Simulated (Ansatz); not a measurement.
## Electronic structure of BH₄Si (charge −1) in real space

Input file:

```
crystal:
  periodic: [false, false, false]
  atoms:
    - {symbol: B, position_ang: [-0.787429, -0.410747, -0.223739]}
    - {symbol: Si, position_ang: [0.680699, 0.607664, 0.599297]}
    - {symbol: H, position_ang: [-0.689512, -1.493060, -0.783116]}
    - {symbol: H, position_ang: [-0.109478, 0.513981, -0.954968]}
    - {symbol: H, position_ang: [1.854019, -0.274143, 0.086863]}
    - {symbol: H, position_ang: [-1.924940, 0.027395, -0.105057]}
basis:
  gaussian:
    orbitals: def2-TZVPD
total_charge: -1
magnetization:
  spin_polarized: false
hamiltonian:
  xc: pbe0
output:
  forces: true
  orbitals: {seedname: orbitals}
```

Command:

```sh
ansatz run input.yaml --threads 1 --pin off --max-ram 2610MiB --events-out events.jsonl --progress --plain --runs-dir runs
```

Geometry: B3LYP-D3(BJ)/def2-SVPD.

Level of theory: isolated molecule in a Gaussian basis; Kohn-Sham density functional theory, functional PBE0 (Ansatz).

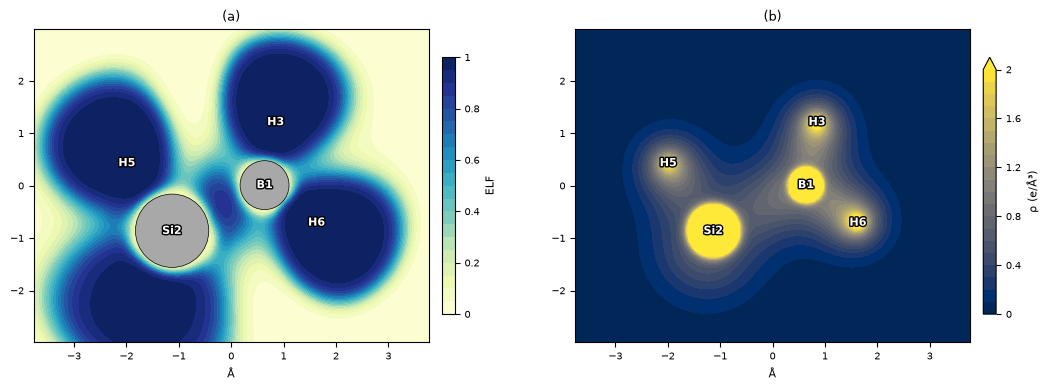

Figure 1. (a) ELF; (b) electron density on the plane of atoms Si2, B1 and H6. Grey discs cover the atomic cores in the ELF map.

> Read the bonding off the picture.

Atoms in the plane: B, Si and H. Si–B (1.97 Å): the density is about 0.73 e/Å³ at the midpoint; the ELF peaks at about 0.90 between the atoms; a covalent bond. B–H (1.22 Å): the density is about 1.1 e/Å³ at the midpoint; the ELF climbs to about 1 towards the hydrogen, as it does in any bond to H (a covalent bond by its length). Si–H (1.55 Å): the density is about 0.69 e/Å³ at the midpoint; the ELF climbs to about 1 towards the hydrogen. The ELF also peaks beside Si2, away from the bonds: lone-pair regions.

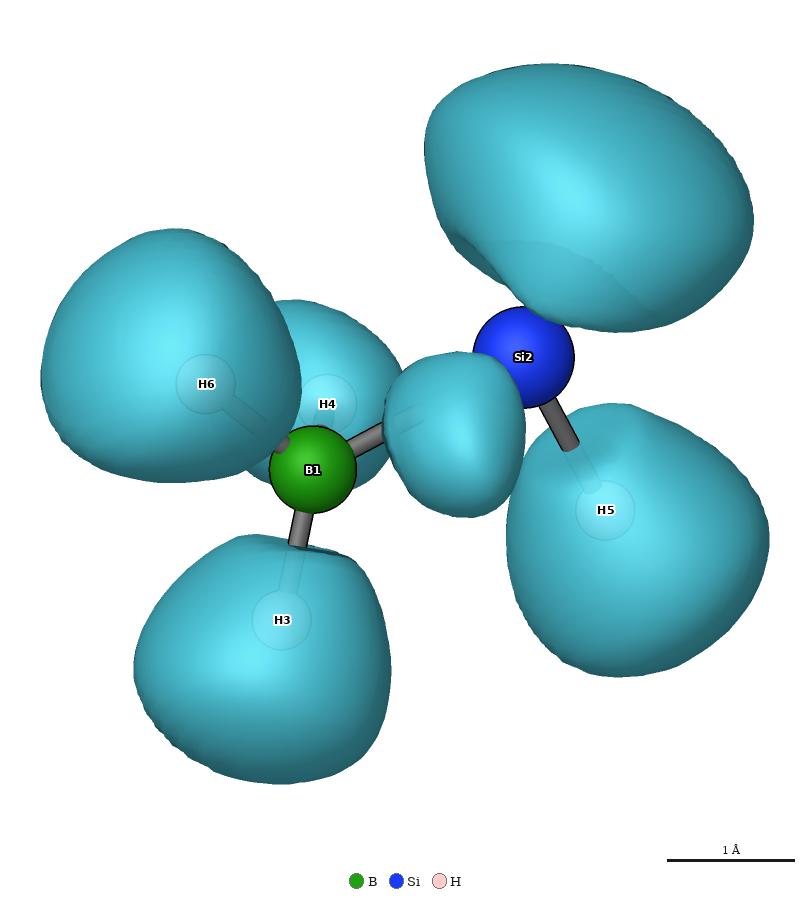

Figure 2. Isosurface of the ELF at 0.85 (cyan), seen at a tilt. Core shells and regions of very low density are left out.

> What do the ELF domains correspond to?

At this value the surface marks out four regions around hydrogen nuclei, one region on Si in which the atom's valence shell and bonds are merged and one lobe on Si, pointing away from the bonds (lone pairs).

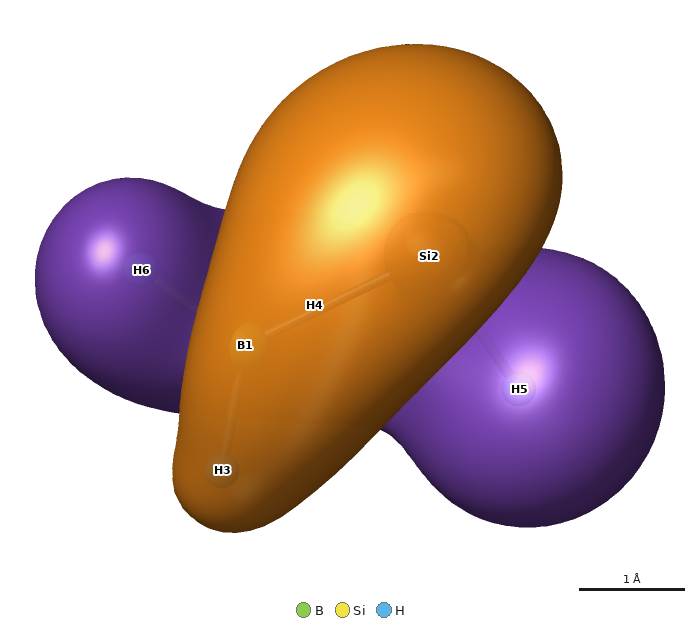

Figure 3. The HOMO−1 at ±0.06 Å⁻³ᐟ² (orange and purple are the two phases), seen across its widest extent.

> What is the character of this orbital?

Its weight (Hirshfeld) is mainly on Si2 (about 50 %), B1 (about 20 %), H5 (about 15 %) and H4 (about 5 %). Its energy is −1.76 eV.
